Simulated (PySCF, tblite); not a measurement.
# H₈NPSi₃, a cluster model of a defect: NMR shifts, core binding energies and electronic excitations, part 2 of 2

tblite 0.8.0 and PySCF 2.14.0. Atoms count from 0, parts from 1. Earlier steps stand in the parts before.

## 5. X-ray photoelectron lines: SCAN, X2C

What the job is given:

```
{"job": {"kind": "xps", "holes": 5}, "charge": 0, "multiplicity": 1}
Si    -0.098365    -1.107709    -1.208672
N     -0.656596    -0.834573     0.418668
Si    -0.456326    -1.964354     1.754796
P     -0.754815     0.929330    -2.061190
Si     0.816515     2.041428    -0.883147
H     -1.145900     0.029178     0.657038
H     -1.780951    -2.323923     2.344827
H      0.389795    -1.373349     2.835158
H      0.206200    -3.174874     1.192446
H      0.020240     0.827143    -3.256516
H      2.064422     1.252106    -0.625419
H      1.190413     3.295519    -1.602019
H      0.215334     2.386616     0.440765
```

Method: delta-SCF UKS SCAN, pcX-2 on the ionised atom, pcseg-1 elsewhere, spin-free X2C.

The program printed:

```text
ground state, core basis on atom 0 (Si), 168 functions
  cycle   1  E = -1271.79857410  |g| = 5.04e-01
  cycle   2  E = -1271.55437374  |g| = 1.06e+00
  cycle   3  E = -1271.85260255  |g| = 1.58e-01
  cycle   4  E = -1271.85972039  |g| = 6.36e-02
  cycle   5  E = -1271.86120877  |g| = 2.38e-02
  cycle   6  E = -1271.86140530  |g| = 5.19e-03
  cycle   7  E = -1271.86141271  |g| = 1.62e-03
  cycle   8  E = -1271.86141563  |g| = 5.80e-04
  cycle   9  E = -1271.86141654  |g| = 1.28e-04
  E(ground) = -1271.93996435 Eh
hole in Si 2p of atom 0
  cycle   1  E = -1267.57472881  |g| = 1.23e+00
  cycle   2  E = -1266.42618141  |g| = 1.57e+00
  cycle   3  E = -1267.59876606  |g| = 5.83e-01
  cycle   4  E = -1267.85786711  |g| = 2.63e-01
  cycle   5  E = -1267.88136618  |g| = 2.13e-01
  cycle   6  E = -1267.91204277  |g| = 1.02e-01
  cycle   7  E = -1267.91717023  |g| = 2.38e-02
  cycle   8  E = -1267.91752169  |g| = 5.20e-03
  cycle   9  E = -1267.91755081  |g| = 2.76e-03
  cycle  10  E = -1267.91755970  |g| = 1.50e-03
  cycle  11  E = -1267.91756632  |g| = 9.82e-04
  cycle  12  E = -1267.91756951  |g| = 6.04e-04
  cycle  13  E = -1267.91756981  |g| = 1.93e-04
  E(ion) = -1268.00725857 Eh   <S^2> = 0.7685   hole on atom = 1.003   binding energy = 107.014 eV
  2p3/2 = 106.698 eV   2p1/2 = 107.335 eV
ground state, core basis on atom 1 (N), 157 functions
  cycle   1  E = -1271.77994146  |g| = 7.44e-02
  cycle   2  E = -1271.77974566  |g| = 3.11e-02
  cycle   3  E = -1271.77949321  |g| = 4.32e-02
  cycle   4  E = -1271.78008282  |g| = 6.58e-03
  cycle   5  E = -1271.78009352  |g| = 1.52e-03
  cycle   6  E = -1271.78009892  |g| = 2.43e-04
  E(ground) = -1271.89771006 Eh
hole in N 1s of atom 1
  cycle   1  E = -1256.18031385  |g| = 1.87e+00
  cycle   2  E = -1254.32966993  |g| = 2.52e+00
  cycle   3  E = -1256.69950901  |g| = 5.64e-01
  cycle   4  E = -1256.50562556  |g| = 6.63e-01
  cycle   5  E = -1256.89591815  |g| = 1.74e-01
  cycle   6  E = -1256.91792691  |g| = 4.34e-02
  cycle   7  E = -1256.91935214  |g| = 1.52e-02
  cycle   8  E = -1256.91954719  |g| = 3.44e-03
  cycle   9  E = -1256.91955620  |g| = 1.71e-03
  cycle  10  E = -1256.91955867  |g| = 6.01e-04
  cycle  11  E = -1256.91955928  |g| = 2.72e-04
  E(ion) = -1257.03501036 Eh   <S^2> = 0.7678   hole on atom = 1.000   binding energy = 404.435 eV
ground state, core basis on atom 2 (Si), 168 functions
  cycle   1  E = -1271.86123277  |g| = 2.88e-01
  cycle   2  E = -1271.86130422  |g| = 4.15e-02
  cycle   3  E = -1271.86122505  |g| = 3.65e-02
  cycle   4  E = -1271.86138880  |g| = 1.68e-02
  cycle   5  E = -1271.86145624  |g| = 1.87e-03
  cycle   6  E = -1271.86146293  |g| = 4.11e-04
  E(ground) = -1271.93955257 Eh
hole in Si 2p of atom 2
  cycle   1  E = -1267.57417182  |g| = 1.23e+00
  cycle   2  E = -1266.01214030  |g| = 1.61e+00
  cycle   3  E = -1267.43142684  |g| = 7.68e-01
  cycle   4  E = -1267.85910894  |g| = 2.74e-01
  cycle   5  E = -1267.88035190  |g| = 2.06e-01
  cycle   6  E = -1267.90004973  |g| = 4.06e-02
  cycle   7  E = -1267.90117987  |g| = 1.07e-02
  cycle   8  E = -1267.90124254  |g| = 5.79e-03
  cycle   9  E = -1267.90127003  |g| = 1.62e-03
  cycle  10  E = -1267.90127118  |g| = 5.57e-04
  cycle  11  E = -1267.90127162  |g| = 1.33e-04
  E(ion) = -1267.99012183 Eh   <S^2> = 0.7517   hole on atom = 1.003   binding energy = 107.469 eV
  2p3/2 = 107.239 eV   2p1/2 = 107.863 eV
ground state, core basis on atom 3 (P), 168 functions
  cycle   1  E = -1271.87660624  |g| = 3.40e-01
  cycle   2  E = -1271.87593904  |g| = 5.75e-02
  cycle   3  E = -1271.87374340  |g| = 9.73e-02
  cycle   4  E = -1271.87721024  |g| = 8.77e-03
  cycle   5  E = -1271.87722466  |g| = 5.22e-03
  cycle   6  E = -1271.87723425  |g| = 1.05e-03
  cycle   7  E = -1271.87723069  |g| = 2.51e-04
  E(ground) = -1271.96724941 Eh
hole in P 2p of atom 3
  cycle   1  E = -1266.46527771  |g| = 1.39e+00
  cycle   2  E = -1264.53201970  |g| = 1.86e+00
  cycle   3  E = -1266.47413661  |g| = 6.86e-01
  cycle   4  E = -1266.83545322  |g| = 2.89e-01
  cycle   5  E = -1266.85677673  |g| = 2.12e-01
  cycle   6  E = -1266.87838497  |g| = 5.49e-02
  cycle   7  E = -1266.88015614  |g| = 2.18e-02
  cycle   8  E = -1266.88048782  |g| = 4.83e-03
  cycle   9  E = -1266.88050495  |g| = 1.43e-03
  cycle  10  E = -1266.88050477  |g| = 6.26e-04
  cycle  11  E = -1266.88050784  |g| = 2.74e-04
  E(ion) = -1266.98105817 Eh   <S^2> = 0.7552   hole on atom = 1.002   binding energy = 135.681 eV
  2p3/2 = 135.429 eV   2p1/2 = 136.318 eV
ground state, core basis on atom 4 (Si), 168 functions
  cycle   1  E = -1271.85652156  |g| = 2.89e-01
  cycle   2  E = -1271.85566613  |g| = 6.48e-02
  cycle   3  E = -1271.85365019  |g| = 9.23e-02
  cycle   4  E = -1271.85709548  |g| = 1.26e-02
  cycle   5  E = -1271.85712512  |g| = 6.51e-03
  cycle   6  E = -1271.85713950  |g| = 6.26e-04
  cycle   7  E = -1271.85713947  |g| = 1.99e-04
  E(ground) = -1271.93519970 Eh
hole in Si 2p of atom 4
  cycle   1  E = -1267.57610439  |g| = 1.23e+00
  cycle   2  E = -1266.73789783  |g| = 1.49e+00
  cycle   3  E = -1267.74174019  |g| = 4.43e-01
  cycle   4  E = -1267.89628248  |g| = 1.67e-01
  cycle   5  E = -1267.91069590  |g| = 9.22e-02
  cycle   6  E = -1267.91484895  |g| = 3.76e-02
  cycle   7  E = -1267.91565208  |g| = 8.58e-03
  cycle   8  E = -1267.91570155  |g| = 3.51e-03
  cycle   9  E = -1267.91571239  |g| = 1.13e-03
  cycle  10  E = -1267.91571376  |g| = 4.23e-04
  E(ion) = -1268.00505839 Eh   <S^2> = 0.7534   hole on atom = 1.002   binding energy = 106.945 eV
  2p3/2 = 106.725 eV   2p1/2 = 107.348 eV
```

Wall time 87 s (1 thread of Arm Neoverse N1, shared host); peak memory 0.49 GiB.

Binding energies by hole, beside the orbital energy of the ground state; the difference holds orbital relaxation and, for a density functional, its self-interaction error:

| hole | stands for | environment | ΔSCF (eV; 2p as the shell's mean) | −ε (eV) | ⟨S²⟩ |
| --- | --- | --- | --- | --- | --- |
| Si2p on Si0 | Si0 | silicon bonded to N, P | 106.91 | 96.6 | 0.768 |
| N1s on N1 | N1 | nitrogen bonded to 2 Si, H | 404.43 | 386.3 | 0.768 |
| Si2p on Si2 | Si2 | silicon bonded to N, 3 H | 107.45 | 96.7 | 0.752 |
| P2p on P3 | P3 | phosphorus bonded to 2 Si, H | 135.73 | 125.4 | 0.755 |
| Si2p on Si4 | Si4 | silicon bonded to P, 3 H | 106.93 | 96.6 | 0.753 |

With the spin-orbit splitting: Si0 2p3/2 106.70, 2p1/2 107.34 eV; Si2 2p3/2 107.24, 2p1/2 107.86 eV; P3 2p3/2 135.43, 2p1/2 136.32 eV; Si4 2p3/2 106.72, 2p1/2 107.35 eV. The table gives each 2p level as the mean over the whole 2p shell (two parts 2p3/2, one part 2p1/2), which differs a little from the single hole in the log.

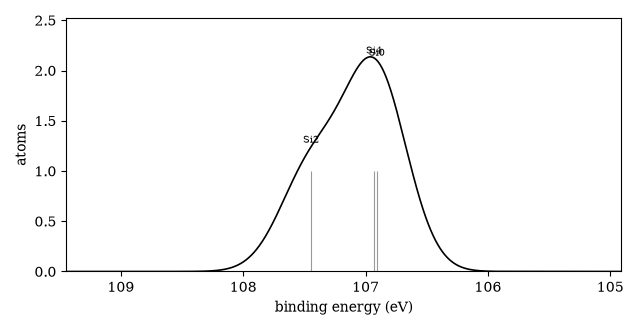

The Si2p photoelectron lines, weighted by the number of atoms. Lines are broadened to a width of 0.60 eV (Gaussian).

## 6. Excited states and response: CAM-B3LYP/def2-SVPD

Settings changed since step 5:

```diff
@@ -1,2 +1,2 @@
-{"job": {"kind": "xps", "holes": 5}, "charge": 0, "multiplicity": 1}
+{"job": {"kind": "uv", "xc": "CAM-B3LYP", "basis": "def2-SVPD", "nstates": 6, "ntriplets": 2, "ip": true}, "charge": 0, "multiplicity": 1}
 Si    -0.098365    -1.107709    -1.208672
```

With the program's defaults for keys left out, this is: TDDFT CAM-B3LYP/def2-SVPD, vertical, gas phase, core orbitals frozen in the response.

The program printed:

```text
coarse grid: 12520 points
cycle   1  E = -1268.7911674381  dE = -9.091e-02  |g| = 4.016e-01  |ddm| = 4.017e+00
cycle   2  E = -1268.7821358980  dE =  9.032e-03  |g| = 4.766e-01  |ddm| = 9.683e-01
cycle   3  E = -1268.8335786975  dE = -5.144e-02  |g| = 6.423e-02  |ddm| = 4.713e-01
cycle   4  E = -1268.8346597892  dE = -1.081e-03  |g| = 2.179e-02  |ddm| = 1.450e-01
cycle   5  E = -1268.8348411647  dE = -1.814e-04  |g| = 4.880e-03  |ddm| = 5.279e-02
cycle   6  E = -1268.8348522714  dE = -1.111e-05  |g| = 1.042e-03  |ddm| = 1.376e-02
cycle   7  E = -1268.8348531521  dE = -8.807e-07  |g| = 3.283e-04  |ddm| = 4.258e-03
final grid: 101672 points
cycle   8  E = -1268.9876330387  dE = -6.168e-06  |g| = 2.045e-03  |ddm| = 2.266e-02
cycle   9  E = -1268.9876323144  dE =  7.243e-07  |g| = 2.797e-03  |ddm| = 4.795e-03
cycle  10  E = -1268.9876340014  dE = -1.687e-06  |g| = 1.181e-04  |ddm| = 2.331e-03
cycle  11  E = -1268.9876340069  dE = -5.539e-09  |g| = 5.791e-05  |ddm| = 3.878e-04
cycle  12  E = -1268.9876340083  dE = -1.402e-09  |g| = 9.324e-06  |ddm| = 1.403e-04
cycle  13  E = -1268.9876340084  dE = -5.639e-11  |g| = 3.796e-06  |ddm| = 3.092e-05
converged SCF energy = -1268.9876340084

Static polarisability (au): isotropic 125.503, principal 102.080 119.455 154.973

Singlet excitations
state   eV       nm        f      main configurations
  1   3.2415    382.5   0.00993   H->L 0.98
  2   4.9701    249.5   0.00387   H-1->L 0.59, H->L+1 0.35
  3   5.3189    233.1   0.20278   H->L+1 0.54, H-1->L 0.36
  4   5.6881    218.0   0.01012   H->L+2 0.85
  5   5.8076    213.5   0.03927   H->L+3 0.55, H->L+5 0.24
  6   6.0524    204.9   0.24203   H-2->L 0.58, H->L+3 0.17, H->L+5 0.13

Triplet excitations (Tamm-Dancoff, eV): 2.1706 4.2261
Vertical ionisation energy (delta-SCF) = 8.0827 eV
Vertical electron affinity (delta-SCF) = 0.3115 eV
```

It took 1.9 min on 1 thread of Arm Neoverse N1, shared host; peak memory 0.86 GiB.

The orbitals next to the gap, with their largest atomic shares:

| orbital | eV | atoms |
| --- | --- | --- |
| HOMO−3 | -10.58 | Si0 29 %, P3 20 %, N1 16 % |
| HOMO−2 | -9.90 | N1 38 %, Si2 13 %, Si0 12 % |
| HOMO−1 | -8.98 | P3 46 %, Si4 15 %, N1 12 % |
| HOMO | -7.45 | Si0 50 %, P3 33 %, N1 7 % |
| LUMO | -0.83 | Si0 61 %, N1 14 %, P3 11 % |
| LUMO+1 | 0.49 | Si2 20 %, Si0 18 %, P3 13 % |
| LUMO+2 | 1.08 | Si4 33 %, P3 26 %, H10 14 % |

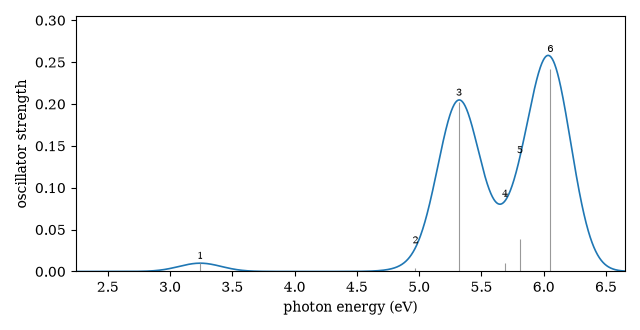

Absorption spectrum from the 6 singlet states computed; above the last one it falls off for lack of states. Lines are broadened to a width of 0.40 eV (Gaussian).

Ground-state properties from the same run:

| property | computed |
| --- | --- |
| dipole moment (D) | 1.01 |
| polarisability (Å³) | 18.60 |
| HOMO–LUMO gap (eV) | 6.62 |
| −ε(HOMO) (eV) | 7.45 |

## 7. Outcome

The summary covers parts 1 to 2.

```
                                quantity                                               value
                             point group                                                  C1
    rotational constants (main isotopes)                                3.34, 0.93, 0.79 GHz
   ¹H shifts against TMS (PBE0/pcSseg-1)  5.27, 4.93, 4.85, 4.81, 4.03, 3.96, 3.67, 2.21 ppm
 ²⁹Si shifts against TMS (PBE0/pcSseg-1)                             373.4, -44.0, -94.7 ppm
  ¹⁵N shifts against NH3 (PBE0/pcSseg-1)                                           159.5 ppm
³¹P shifts against H3PO4 (PBE0/pcSseg-1)                                          -194.5 ppm
       Si2p binding energies, SCAN/pcX-2               Si2 107.45, Si4 106.93, Si0 106.91 eV
        N1s binding energies, SCAN/pcX-2                                        N1 404.43 eV
        P2p binding energies, SCAN/pcX-2                                        P3 135.73 eV
    lowest singlet (CAM-B3LYP/def2-SVPD)                         3.24 eV (382 nm), f = 0.010
brightest single state of those computed                         state 6, 6.05 eV, f = 0.242
                          lowest triplet                                             2.17 eV
       vertical ionisation energy (ΔSCF)                                             8.08 eV
       vertical electron affinity (ΔSCF)                                             0.31 eV
```

What this shows: Relaxing lowered the energy by 0.235 eV in 5 steps; the close pair that moved most is P3–H9, from 1.354 to 1.428 Å (PBE0/def2-SVP). At PBE0/pcSseg-1: The widest tensor belongs to Si0: span 882 ppm, with a paramagnetic part of -900 ppm. The Si2p levels kept as sound span 0.54 eV, from Si0 (silicon bonded to N, P) up to Si2 (silicon bonded to N, 3 H). The first singlet state (HOMO→LUMO 0.98) lies at 3.24 eV and is weak; of the 6 states computed, the strongest absorption comes from state 6 at 6.05 eV (the last computed, so partners may be missing). The lowest triplet lies 1.07 eV below the lowest singlet (triplets in Tamm-Dancoff, singlets in full TDDFT). ΔSCF puts the ionisation energy at 8.08 eV, 0.63 eV above −ε(HOMO). A capped cluster stands for the solid here, so long-range fields and strain are missing, and bands or shifts of the capping hydrogens have no counterpart in it.
